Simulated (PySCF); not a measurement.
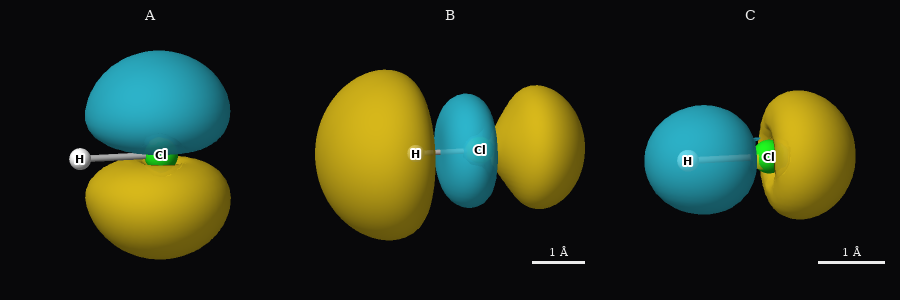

HCl. Three frontier orbitals, each drawn at the value that holds 80 % of its norm (yellow and cyan are the two phases), in no order; of a degenerate pair one member is drawn.

All numbers below come from PBE0/def2-TZVP, non-relativistic Hamiltonian with scalar-relativistic core potentials where named, at a bond length of 1.280 Å (PySCF 2.14.0).

**Name the orbitals and rank them from lowest to highest energy.**

Orbital C: σ, occupied, −13.24 eV; mainly on Cl (75 %).
Orbital A: π, occupied, −9.41 eV; almost wholly on Cl.
Orbital B: σ, empty, 0.33 eV; shared between the atoms (H 50 %, Cl 50 %).
